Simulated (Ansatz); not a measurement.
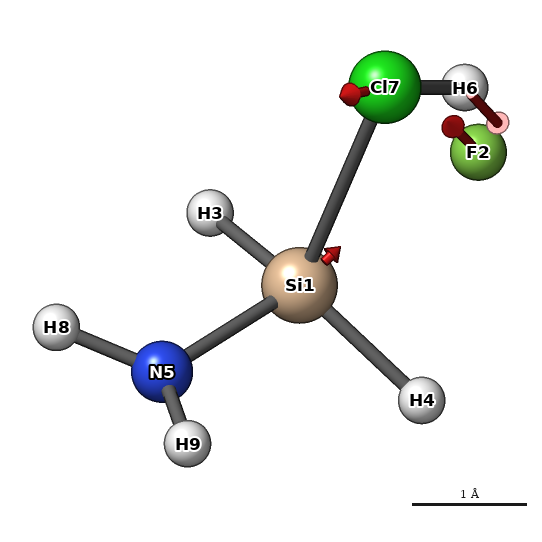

Arrows show the forces on the atoms, 0.4 Å of arrow for 1 eV/Å; forces under a tenth of the largest aren't drawn. Level of theory: PBE0-D4/def2-SVP (Ansatz 0.2.0).

On which atom is the force largest, and how large is it?

On H6: 2.75 eV/Å.

Along which bond is the force strongest?

H6–Cl7, now 1.444 Å: the forces push its atoms apart, so a first step downhill lengthens it.

List the force components in the frame of the picture (x right, y up, z towards the viewer), in eV/Å.

| atom | Fx | Fy | Fz |
| --- | --- | --- | --- |
| Si1 | 0.38 | 0.36 | −0.11 |
| F2 | −0.53 | 0.53 | 1.80 |
| H3 | 0.01 | −0.01 | −0.01 |
| H4 | 0.00 | 0.00 | −0.02 |
| N5 | −0.02 | −0.02 | 0.02 |
| H6 | 0.72 | −0.78 | −2.53 |
| Cl7 | −0.60 | −0.13 | 0.87 |
| H8 | 0.00 | 0.03 | −0.01 |
| H9 | 0.03 | 0.01 | 0.00 |
